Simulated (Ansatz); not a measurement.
A series of calculations on H3CCl

### Relaxation

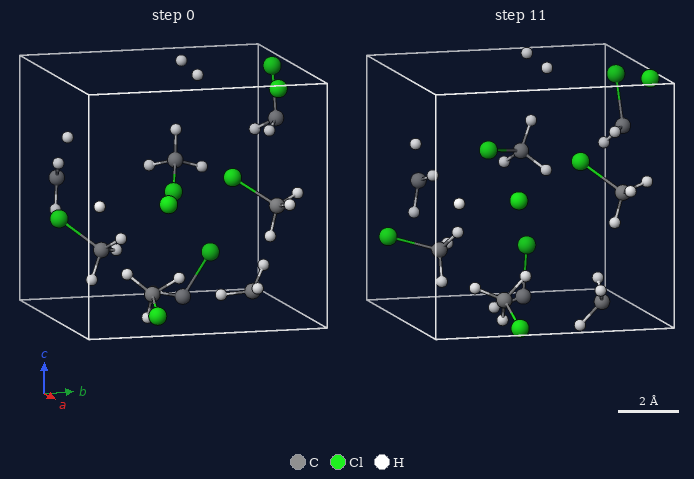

The structure of an amorphous cell of composition H3CCl before (left) and after (right) a relaxation, at one scale.

Style: ball-and-stick. Shown: the cell of the calculation (origin shifted), slightly off an axis.

The cell holds 8 CH3Cl. The run prepares the start of a later molecular dynamics calculation, from a guessed geometry.

Method: DFT PBE-D3(BJ), scalar-relativistic, plane waves, PAW (Ansatz). Settings: plane-wave cutoff 420 eV; k-point mesh 1 × 1 × 1; occupations fermi dirac; smearing width 0.05 eV; no spin polarisation; atoms relaxed in a fixed cell; force threshold 0.3 eV/Å; at most 15 steps.

> What changed between the two?

Over 10 accepted moves (11 points after the start) the energy falls by 66.6 meV per atom. The largest force component goes from 1.3 to 0.22 eV/Å. 1 step only repeated the SCF at the same geometry. A Cl atom moves most: 1.78 Å along [−1 −2 3]. Largest moves by element: Cl 1.78 Å, H 1.11 Å, C 0.51 Å. The cell doesn't change. Near-neighbour distances that change, for instance: Cl–Cl 2.633 → 3.437 Å, C–Cl 1.777 → 1.808 Å, C–H 1.088 → 1.098 Å. Bond angles that change, for instance: Cl–C–H 108.9° → 106.8°.

Limits of the set-up: the periodic images lie only 8.4 Å apart, so the values are limited by the cell's size.

### Dynamics

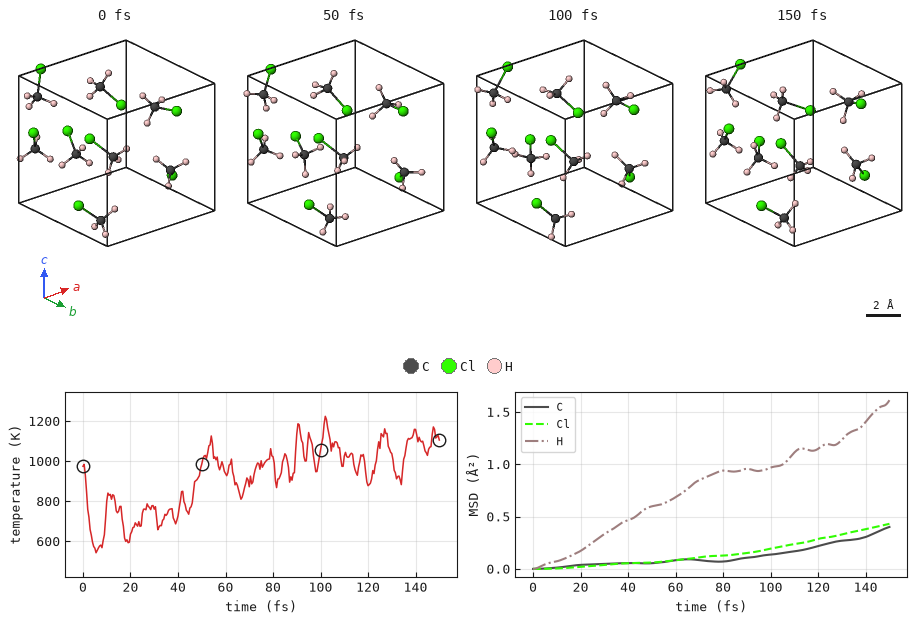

First-principles dynamics of a periodic cell with 8 CH3Cl at 1.139 g/cm³, 150 fs long. Frames and the history of the run. The picture is a ball-and-stick view of the simulation cell, seen from a free direction. Atoms that leave the cell re-enter on the other side.

All numbers below come from Ansatz, DFT PBE-D3(BJ), scalar-relativistic, plane waves, PAW. Run with plane-wave cutoff 420 eV; k-point mesh 1 × 1 × 1; Fermi-Dirac smearing 0.05 eV; Langevin thermostat (NVT); set temperature 1000 K; time step 0.5 fs; friction 0.02 per fs.

What happens in this trajectory?

Answer. Root-mean-square distances from the starting positions over the second half, with the common drift of all atoms taken out: H 1.07 Å, Cl 0.51 Å, C 0.44 Å. The heavy atoms stay within a fraction of a molecule's size of their starting places, while the hydrogen atoms travel further, as molecules turn; so short a run doesn't tell a liquid from a solid. The mean temperature in the second half is 1037 K (standard deviation 81 K). The potential energy in the second half lies on average 103 meV per atom above the first frame.

Limits of the set-up: the periodic images lie only 8.4 Å apart, so the values are limited by the cell's size.

The run took 12 min on 1 thread of Intel(R) Xeon(R) Platinum 8488C (Sapphire Rapids), on a shared host, peak memory 0.61 GiB.

### Dynamics

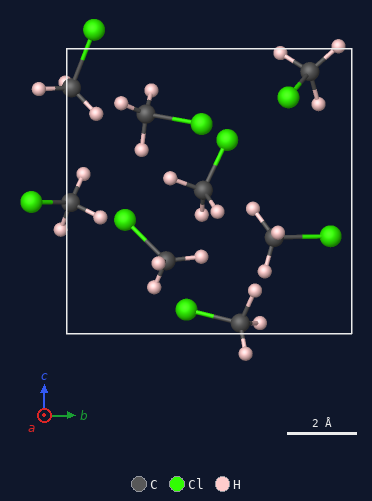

Starting frame of a dynamics run of a periodic cell with 8 CH3Cl at 1.139 g/cm³. It starts from the last geometry of an earlier run, with fresh velocities. A ball-and-stick model of the simulation cell, seen along the a axis.

All numbers below come from DFT PBE-D3(BJ), scalar-relativistic, plane waves, PAW (Ansatz 0.2.0).

Input file:
```yaml
crystal:
  lattice:
    - [8.381516, 0.0, 0.0]
    - [0.0, 8.381516, 0.0]
    - [0.0, 0.0, 8.381516]
  atoms:
    - { symbol: C, position: [0.42938675, 0.27469448, 0.76705352] }
    - { symbol: Cl, position: [0.52991213, 0.46974758, 0.73168392] }
    - { symbol: H, position: [0.38864048, 0.25935917, 0.64083621] }
    - { symbol: H, position: [0.5063797, 0.18790275, 0.80465274] }
    - { symbol: H, position: [0.3329851, 0.29353842, 0.84966765] }
    - { symbol: C, position: [0.12245534, 0.0131757, 0.85891067] }
    - { symbol: Cl, position: [0.18891191, 0.09250294, 1.06215633] }
    - { symbol: H, position: [-0.01013976, -0.0081223, 0.87699459] }
    - { symbol: H, position: [0.13735139, 0.10012843, 0.76750828] }
    - { symbol: H, position: [0.19262931, -0.10128294, 0.85428418] }
    - { symbol: C, position: [0.74631304, 0.72451309, 0.33390802] }
    - { symbol: Cl, position: [0.66256395, 0.92217266, 0.3379578] }
    - { symbol: H, position: [0.73991894, 0.69114595, 0.21493491] }
    - { symbol: H, position: [0.88089986, 0.73771992, 0.35041727] }
    - { symbol: H, position: [0.69837866, 0.64989884, 0.43455946] }
    - { symbol: C, position: [0.57335661, 0.84931536, 0.91560558] }
    - { symbol: Cl, position: [0.75104493, 0.77429659, 0.82528666] }
    - { symbol: H, position: [0.49731212, 0.87997742, 0.8015011] }
    - { symbol: H, position: [0.51307076, 0.7461656, 0.98048236] }
    - { symbol: H, position: [0.61087906, 0.9499604, 1.00453656] }
    - { symbol: C, position: [0.10699628, 0.01008475, 0.45598795] }
    - { symbol: Cl, position: [0.2631252, -0.12751915, 0.45827657] }
    - { symbol: H, position: [0.03167851, 0.05528102, 0.55619353] }
    - { symbol: H, position: [0.15808932, 0.11448917, 0.40422948] }
    - { symbol: H, position: [0.02834767, -0.02447469, 0.36104155] }
    - { symbol: C, position: [0.04055101, 0.47568525, 0.49943214] }
    - { symbol: Cl, position: [-0.01903093, 0.55972486, 0.67581683] }
    - { symbol: H, position: [-0.0614624, 0.47030126, 0.41347997] }
    - { symbol: H, position: [0.14898579, 0.52552768, 0.42404758] }
    - { symbol: H, position: [0.09414165, 0.35981507, 0.54148236] }
    - { symbol: C, position: [0.53657362, 0.34505269, 0.25204162] }
    - { symbol: Cl, position: [0.47725276, 0.20114457, 0.39541436] }
    - { symbol: H, position: [0.48301682, 0.30343248, 0.15905882] }
    - { symbol: H, position: [0.50496386, 0.4685914, 0.26609615] }
    - { symbol: H, position: [0.65330937, 0.31856876, 0.24298823] }
    - { symbol: C, position: [0.17446616, 0.6052158, 0.03330439] }
    - { symbol: Cl, position: [0.11828226, 0.41674289, 0.08047189] }
    - { symbol: H, position: [0.05921737, 0.67434219, 0.03349421] }
    - { symbol: H, position: [0.23394841, 0.65706145, 0.14742966] }
    - { symbol: H, position: [0.23731751, 0.62414821, -0.0741461] }
basis:
  ecutwfc: 420.0
kpoints:
  mp_grid: { grid: [1, 1, 1] }
hamiltonian:
  xc: pbe
  dispersion: d3bj
scf:
  occupations: { method: fermi_dirac, width: 0.05 }
  lower_state_search: "off"
md:
  timestep: 0.5
  n_steps: 400
  ensemble: nvt_langevin
  temperature: 1000.0
  initial_velocities: maxwell_boltzmann
  seed: 188655
  friction: 0.02
```

Launched with:
```bash
ansatz run input.yaml --threads 1 --pin off --max-ram 3072MiB --backend cpu --events-out ev --progress --plain --runs-dir out
```

Q: What does the trajectory do?

A: The mean temperature in the second half is 1107 K (standard deviation 99 K). The potential energy in the second half lies on average 14.8 meV per atom above the first frame. Root-mean-square distances from the starting positions over the second half, with the common drift of all atoms taken out: H 1.49 Å, Cl 0.80 Å, C 0.73 Å. The heavy atoms stay within a fraction of a molecule's size of their starting places, while the hydrogen atoms travel further, as molecules turn; so short a run doesn't tell a liquid from a solid.

Along the run (each row but the first and the last is the mean over the interval that it begins):

| time (fs) | potential energy (meV/atom) | T (K) |
| --- | --- | --- |
| 0.0 | 0.0 | 975 |
| 25.0 | 4.6 | 843 |
| 50.0 | -5.1 | 979 |
| 75.0 | 2.1 | 1021 |
| 100.0 | 12.1 | 1114 |
| 125.0 | 16.2 | 1023 |
| 150.0 | 13.4 | 1068 |
| 175.0 | 17.7 | 1222 |
| 200.0 | 15.6 | 1220 |

The paths of the atoms:

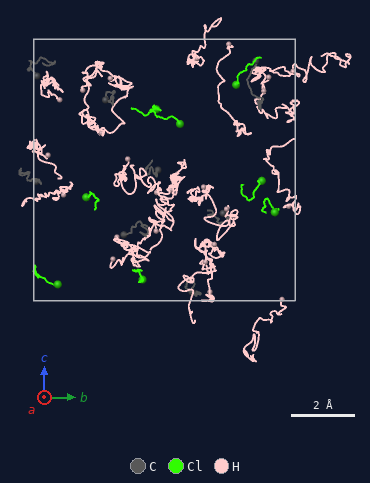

Limits of the set-up: the periodic images lie only 8.4 Å apart, so the values are limited by the cell's size.

Cost: 18 min on 1 thread of Intel(R) Xeon(R) Platinum 8488C (Sapphire Rapids), on a shared host, peak memory 0.59 GiB.
